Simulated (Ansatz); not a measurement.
Ge (diamond structure), cut as [111] wire, round, centred on atom, 1.08 nm across, core Ge to 0.4 of the radius, shell Si

Method: PBE (plane waves to 420 eV, PAW; Ansatz, a quantum-chemistry and plane-wave program).

k-points: Γ-centred 1×1×3 mesh; occupations: Fermi-Dirac, 0.020 eV; spin polarisation not allowed. Spin-orbit coupling is left out.

 The relaxation kept the symmetry of its start, so a lower minimum of less symmetry isn't excluded.

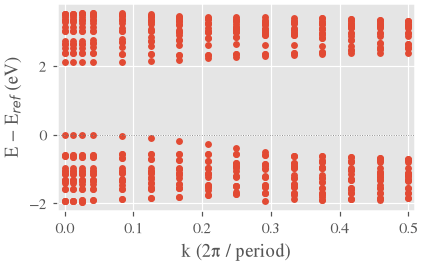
Levels along the axis at 15 k-points, drawn as points, zero at the top of the valence band

Electronic character: not metallic; Kohn-Sham band gap: 2.10 eV. Only levels within the plotted window are shown.
